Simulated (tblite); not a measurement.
Geometry relaxation of C3H9OSSi

The run: geometry relaxation of C3H9OSSi, multiplicity 2, SMILES C[Si](C)[S@@](C)=O. Method and program: GFN2-xTB geometry optimisation, gas phase (tblite 0.8.0).

It belongs to a series of runs on one base structure; here: X = H replaced by SOCH3.

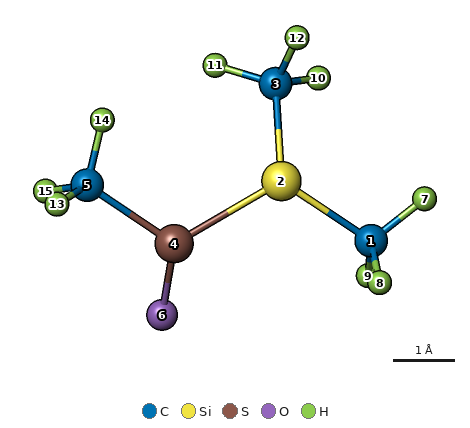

*The input geometry (ball-and-stick view, seen at a tilt; atoms are numbered from 1 in the order of the input).*

Bond lengths as drawn: C–H 1.09 to 1.13 Å, C–S 1.77 Å, C–Si 1.82 to 1.84 Å, O–S 1.51 Å and S–Si 2.08 Å.

## Results in brief

- outcome: converged
- total energy: −543.4714 eV
- hardware: 1 CPU thread, shared host
- wall time: 3.7 s
- peak memory: 0.18 GiB

## Input file
```
{"job": {"kind": "relax", "xc": "GFN2-xTB", "basis": "xTB"}, "charge": 0, "multiplicity": 2}
C     -2.204600    -0.922100    -0.527100
Si    -0.629500    -0.008300    -0.456800
C     -0.697500     1.669400     0.289100
S      1.074500    -1.121400    -0.048200
C      2.592200    -0.221900     0.048900
O      0.934200    -2.241400     0.958200
H     -3.029600    -0.192400    -0.780600
H     -2.127600    -1.677200    -1.337500
H     -2.464800    -1.431800     0.419200
H     -1.627900     1.851900     0.902900
H      0.186800     1.963000     0.872800
H     -0.782700     2.388100    -0.568500
H      3.329600    -0.625800    -0.674800
H      2.437800     0.859200    -0.179600
H      3.004600    -0.281300     1.060200
```

The first line tells a small driver script what to run in tblite; the rest is the geometry in Å.

Launched with:
```bash
OMP_NUM_THREADS=1 python <driver script> task.json out
```

## Log
```
step      E/eV     max force
  0    -541.82712    4.213
  1    -542.29852    3.255
  2    -542.64431    1.703
  3    -542.78746    1.051
  4    -542.90849    0.805
  5    -542.95619    0.656
  6    -543.00026    0.570
  7    -543.03447    0.499
  8    -543.06219    0.434
  9    -543.08537    0.464
 10    -543.11075    0.382
 11    -543.13389    0.390
 12    -543.14851    0.341
 13    -543.16117    0.340
 14    -543.17301    0.368
 15    -543.18463    0.294
 16    -543.19756    0.326
 17    -543.21306    0.348
 18    -543.23156    0.473
 19    -543.25357    0.546
 20    -543.27141    0.348
 21    -543.28417    0.268
 22    -543.29327    0.217
 23    -543.30210    0.251
 24    -543.30700    0.181
 25    -543.31110    0.166
 26    -543.31496    0.206
 27    -543.32049    0.244
 28    -543.32591    0.191
 29    -543.32945    0.133
 30    -543.33126    0.091
 31    -543.33274    0.113
 32    -543.33427    0.117
 33    -543.33617    0.156
 34    -543.33856    0.162
 35    -543.34108    0.148
 36    -543.34411    0.165
 37    -543.34774    0.165
 38    -543.35138    0.168
 39    -543.35406    0.142
 40    -543.35573    0.104
 41    -543.35698    0.187
 42    -543.35806    0.110
 43    -543.35918    0.103
 44    -543.36063    0.139
 45    -543.36158    0.150
 46    -543.36287    0.142
 47    -543.36385    0.104
 48    -543.36465    0.066
 49    -543.36532    0.090
 50    -543.36619    0.099
 51    -543.36748    0.112
 52    -543.36920    0.112
 53    -543.37091    0.089
 54    -543.37236    0.092
 55    -543.37374    0.121
 56    -543.37535    0.140
 57    -543.37747    0.145
 58    -543.37992    0.131
 59    -543.38219    0.105
 60    -543.38407    0.122
 61    -543.38584    0.148
 62    -543.38783    0.163
 63    -543.38944    0.210
 64    -543.39155    0.164
 65    -543.39358    0.094
 66    -543.39536    0.082
 67    -543.39646    0.096
 68    -543.39848    0.091
 69    -543.39974    0.098
 70    -543.40065    0.099
 71    -543.40122    0.077
 72    -543.40189    0.064
 73    -543.40274    0.064
 74    -543.40465    0.095
 75    -543.40580    0.099
 76    -543.40753    0.113
 77    -543.41005    0.124
 78    -543.41386    0.145
 79    -543.41598    0.282
 80    -543.41913    0.199
 81    -543.42250    0.165
 82    -543.42455    0.115
 83    -543.42755    0.106
 84    -543.42944    0.106
 85    -543.43160    0.068
 86    -543.43246    0.053
 87    -543.43307    0.053
 88    -543.43352    0.066
 89    -543.43410    0.069
 90    -543.43486    0.063
 91    -543.43574    0.073
 92    -543.43646    0.100
 93    -543.43709    0.069
 94    -543.43771    0.069
 95    -543.43851    0.071
 96    -543.43962    0.100
 97    -543.44132    0.100
 98    -543.44310    0.106
 99    -543.44486    0.084
100    -543.44665    0.094
101    -543.44860    0.104
102    -543.45014    0.136
103    -543.44948    0.153
104    -543.45199    0.048
105    -543.45227    0.040
106    -543.45251    0.039
107    -543.45264    0.038
108    -543.45277    0.032
109    -543.45286    0.023
110    -543.45298    0.028
111    -543.45318    0.045
112    -543.45347    0.042
113    -543.45376    0.047
114    -543.45401    0.039
115    -543.45421    0.068
116    -543.45449    0.081
117    -543.45488    0.076
118    -543.45562    0.063
119    -543.45613    0.080
120    -543.45648    0.066
121    -543.45702    0.069
122    -543.45784    0.088
123    -543.45868    0.083
124    -543.45939    0.076
125    -543.45979    0.045
126    -543.46007    0.083
127    -543.46031    0.077
128    -543.46070    0.087
129    -543.46188    0.107
130    -543.46314    0.102
131    -543.46436    0.094
132    -543.46517    0.098
133    -543.46551    0.103
134    -543.46667    0.104
135    -543.46742    0.081
136    -543.46839    0.080
137    -543.46899    0.070
138    -543.46949    0.067
139    -543.46983    0.047
140    -543.47018    0.034
141    -543.47030    0.029
142    -543.47042    0.034
143    -543.47055    0.042
144    -543.47068    0.023
145    -543.47078    0.026
146    -543.47085    0.028
147    -543.47093    0.027
148    -543.47102    0.028
149    -543.47110    0.024
150    -543.47116    0.019
151    -543.47123    0.022
152    -543.47130    0.020
153    -543.47135    0.014
154    -543.47138    0.011
155    -543.47139    0.010
156    -543.47141    0.010
157    -543.47143    0.009
```

## Trajectory as extended XYZ (Å, eV, eV/Å), 7 of the 158 frames kept, from step=0 to step=157
```
15
Properties=species:S:1:pos:R:3:forces:R:3 step=0 energy=-541.82712
C    -2.2046   -0.9221   -0.5271   -1.9860  -0.6890  -0.4250
Si   -0.6295   -0.0083   -0.4568   -0.0810   1.2280  -0.5120
C    -0.6975    1.6694    0.2891   -0.9240   2.4360   0.3230
S     1.0745   -1.1214   -0.0482    0.8180  -3.9360  -1.2600
C     2.5922   -0.2219    0.0489    1.5630   1.9080   0.5160
O     0.9342   -2.2414    0.9582    0.0630   0.9280   0.3370
H    -3.0296   -0.1924   -0.7806    0.7600  -0.9670   0.2390
H    -2.1276   -1.6772   -1.3375   -0.3730   0.3420   0.6110
H    -2.4648   -1.4318    0.4192    0.0810   0.1920  -0.5050
H    -1.6279    1.8519    0.9029    1.0410  -0.2150  -0.4290
H     0.1868    1.9630    0.8728   -0.4230  -0.1020  -0.1450
H    -0.7827    2.3881   -0.5685    0.1170  -0.3140   0.8830
H     3.3296   -0.6258   -0.6748   -0.6100   0.0850   0.4650
H     2.4378    0.8592   -0.1796   -0.0360  -0.8050   0.0390
H     3.0046   -0.2813    1.0602   -0.0090  -0.0920  -0.1370
15
Properties=species:S:1:pos:R:3:forces:R:3 step=26 energy=-543.31496
C    -2.0957   -0.8843   -0.5893    0.0400   0.0060  -0.0040
Si   -0.5000    0.1073   -0.8993   -0.0820  -0.0180   0.1350
C    -0.6480    1.6256    0.2720    0.0260  -0.0470  -0.0590
S     1.1165   -1.4271   -0.1850   -0.1190  -0.0230   0.0150
C     2.5082   -0.2277    0.0086   -0.0520  -0.0520   0.0410
O     0.5975   -1.6654    1.1870   -0.0480   0.1250  -0.0900
H    -2.9801   -0.2681   -0.7311   -0.0100  -0.0690  -0.0480
H    -2.1662   -1.7561   -1.2337   -0.0670   0.0050   0.0340
H    -2.0858   -1.2264    0.4469   -0.0150  -0.0510  -0.0750
H    -1.5137    1.5129    0.9242    0.0680  -0.0110   0.0080
H     0.2297    1.7556    0.9008   -0.0210   0.0210  -0.0190
H    -0.7920    2.5353   -0.3055    0.0540   0.0260   0.0620
H     3.3024   -0.5567   -0.6480    0.1010   0.0260  -0.0210
H     2.2239    0.7906   -0.2164   -0.0440   0.0770  -0.0950
H     2.7988   -0.3075    1.0467    0.1690  -0.0160   0.1170
15
Properties=species:S:1:pos:R:3:forces:R:3 step=52 energy=-543.36920
C    -2.1338   -0.9529   -0.6628    0.0610   0.0500  -0.0150
Si   -0.5575    0.0990   -0.9140   -0.0630   0.0490   0.0790
C    -0.5827    1.5809    0.3069   -0.0010  -0.0650   0.0120
S     1.0363   -1.3330   -0.0306    0.0940   0.0180  -0.0350
C     2.5093   -0.2067   -0.0067   -0.0430  -0.0730   0.0140
O     0.4327   -1.2478    1.3258   -0.0040   0.0320   0.0500
H    -3.0403   -0.3733   -0.8134    0.0040   0.0280   0.0080
H    -2.1735   -1.8069   -1.3345    0.0380   0.0100   0.0100
H    -2.1324   -1.3305    0.3599   -0.0150   0.0010  -0.0380
H    -1.4006    1.4691    1.0165   -0.0020  -0.0180   0.0160
H     0.3413    1.6151    0.8810   -0.0530  -0.0080   0.0050
H    -0.7021    2.5421   -0.1833   -0.0040  -0.0010  -0.0730
H     3.2206   -0.5901   -0.7274    0.0090  -0.0250  -0.0620
H     2.2629    0.8232   -0.2348   -0.0740   0.0040  -0.0230
H     2.9153   -0.2802    0.9954    0.0530  -0.0010   0.0530
15
Properties=species:S:1:pos:R:3:forces:R:3 step=78 energy=-543.41386
C    -2.0924   -0.9579   -0.7841    0.0540   0.0740  -0.0330
Si   -0.4644    0.0289   -0.6955    0.0050   0.0650   0.0450
C    -0.6997    1.5679    0.4119   -0.0350  -0.0260   0.0320
S     1.0570   -1.2668    0.4456   -0.0080   0.0070   0.0660
C     2.5439   -0.3166   -0.1067    0.0220  -0.0880   0.0210
O     0.7180   -0.7745    1.8066    0.0630   0.0020  -0.1030
H    -2.8905   -0.2752   -1.0541   -0.1220  -0.0280  -0.0740
H    -2.0418   -1.7357   -1.5386   -0.0620  -0.0600   0.0010
H    -2.3590   -1.4180    0.1648    0.0920  -0.0040   0.0410
H    -1.5961    1.4634    1.0197   -0.0380  -0.0170   0.0190
H     0.1357    1.6776    1.0993    0.0200  -0.0220  -0.0290
H    -0.7945    2.4841   -0.1611    0.0170   0.0570  -0.0320
H     2.8360   -0.7226   -1.0704   -0.0340   0.0360   0.0350
H     2.3160    0.7415   -0.1870    0.0620  -0.0380   0.0530
H     3.3273   -0.4881    0.6278   -0.0350   0.0420  -0.0410
15
Properties=species:S:1:pos:R:3:forces:R:3 step=105 energy=-543.45227
C    -1.9852   -0.9659   -0.8165   -0.0110   0.0080   0.0140
Si   -0.4619    0.1735   -0.6535   -0.0240  -0.0040  -0.0030
C    -0.8575    1.6651    0.4687    0.0080  -0.0090   0.0090
S     1.0052   -1.1440    0.5449    0.0050   0.0110  -0.0010
C     2.5668   -0.4678   -0.1667    0.0140  -0.0300  -0.0220
O     0.8483   -0.4928    1.8687    0.0100   0.0000  -0.0040
H    -2.8344   -0.4319   -1.2337    0.0210  -0.0030  -0.0290
H    -1.7900   -1.8281   -1.4494    0.0010   0.0260   0.0150
H    -2.2779   -1.3352    0.1657    0.0010  -0.0150   0.0070
H    -1.8058    1.5249    0.9848   -0.0080   0.0040  -0.0180
H    -0.0861    1.7514    1.2309    0.0050  -0.0090   0.0030
H    -0.9028    2.6032   -0.0770   -0.0090  -0.0010   0.0080
H     2.5759   -0.6936   -1.2275   -0.0100   0.0080   0.0240
H     2.5989    0.6023    0.0077    0.0160  -0.0160  -0.0130
H     3.4023   -0.9531    0.3309   -0.0190   0.0290   0.0080
15
Properties=species:S:1:pos:R:3:forces:R:3 step=131 energy=-543.46436
C    -1.8328   -0.9490   -0.8729   -0.0270   0.0400   0.0070
Si   -0.4392    0.3091   -0.5275   -0.0280   0.0020  -0.0250
C    -1.0452    1.7076    0.6145    0.0100   0.0010   0.0210
S     1.0246   -0.9327    0.7398    0.0200   0.0660   0.0250
C     2.5350   -0.6376   -0.2815   -0.0900  -0.0120  -0.0250
O     1.1581   -0.0626    1.9336   -0.0070  -0.0280  -0.0300
H    -2.5617   -0.5335   -1.5621   -0.0150  -0.0100   0.0100
H    -1.4578   -1.8710   -1.3076    0.0160  -0.0090   0.0090
H    -2.3532   -1.2008    0.0514    0.0040  -0.0210  -0.0330
H    -2.0726    1.5549    0.9387   -0.0050  -0.0280  -0.0150
H    -0.4097    1.6934    1.4991   -0.0130   0.0760  -0.0020
H    -0.9841    2.6924    0.1584    0.0340  -0.0370   0.0400
H     2.2942   -0.9124   -1.3022    0.0530  -0.0210  -0.0030
H     2.8073    0.4094   -0.2119   -0.0140  -0.0020   0.0020
H     3.3326   -1.2594    0.1083    0.0620  -0.0170   0.0180
15
Properties=species:S:1:pos:R:3:forces:R:3 step=157 energy=-543.47143
C    -1.8311   -0.9301   -0.8881    0.0020   0.0000  -0.0080
Si   -0.4453    0.3307   -0.5196    0.0000   0.0040   0.0000
C    -1.0549    1.7034    0.6530   -0.0010   0.0010   0.0020
S     1.0263   -0.9214    0.7297    0.0050   0.0040   0.0070
C     2.5346   -0.6533   -0.2985    0.0000  -0.0040   0.0020
O     1.1789   -0.0497    1.9186    0.0010  -0.0020  -0.0090
H    -2.5495   -0.5254   -1.5941   -0.0030   0.0060   0.0040
H    -1.4372   -1.8508   -1.3104    0.0010   0.0000  -0.0010
H    -2.3702   -1.1872    0.0229    0.0020  -0.0080   0.0010
H    -2.0887    1.5438    0.9531   -0.0010   0.0010  -0.0020
H    -0.4357    1.6802    1.5481    0.0030   0.0010  -0.0020
H    -0.9802    2.6967    0.2203   -0.0060   0.0010   0.0020
H     2.3517   -1.0881   -1.2746   -0.0040   0.0000   0.0040
H     2.7306    0.4104   -0.3738    0.0030  -0.0050  -0.0010
H     3.3663   -1.1511    0.1914   -0.0010   0.0020  -0.0010
```

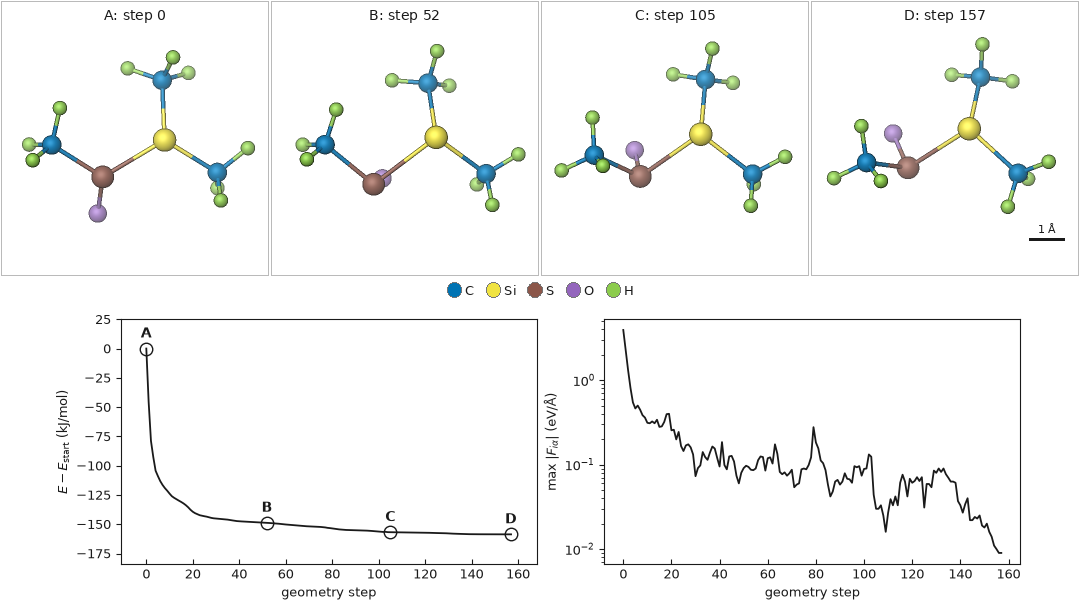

*Frames of the relaxation (ball-and-stick view, seen at a tilt) above the curves, on which the letters mark them (steps are counted from 0).*

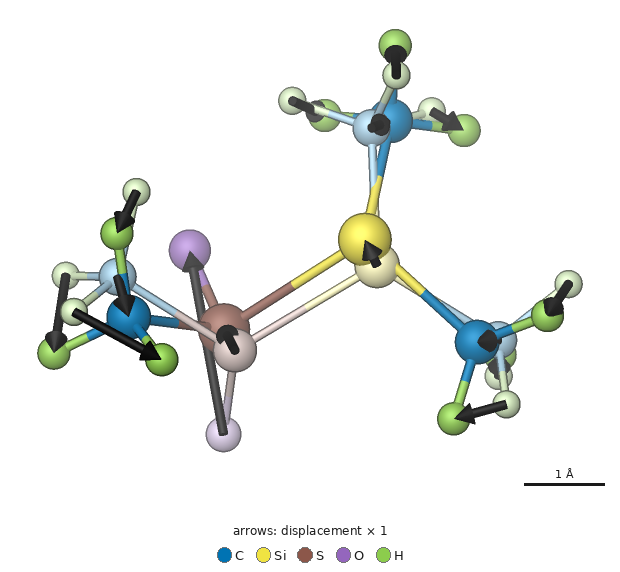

*Start (faint) and end (solid) with the displacements as black arrows, at true length (ball-and-stick view, seen at a tilt). The two geometries are laid on each other by the best rigid fit.*

O6 moves most after the best rigid fit: 2.45 Å. By element the largest moves are O 2.45 Å, H 1.30 Å, S 0.83 Å, C 0.60 Å, Si 0.38 Å. Among the contacts that change: Si2–S4 2.076 → 2.301 Å, C1–Si2 1.822 → 1.909 Å, S4–C5 1.767 → 1.845 Å, Si2–C3 1.837 → 1.905 Å. Among the angles that change: Si2–S4–C5 116.3° → 98.1°, Si2–S4–O6 116.9° → 100.4°, C1–Si2–S4 116.6° → 102.1°. The energy falls by 158.7 kJ/mol in 157 geometry steps. Largest force component: 3.9 eV/Å at the start, 0.009 eV/Å at the end. (Atoms are counted from 1 in the order of the input.)
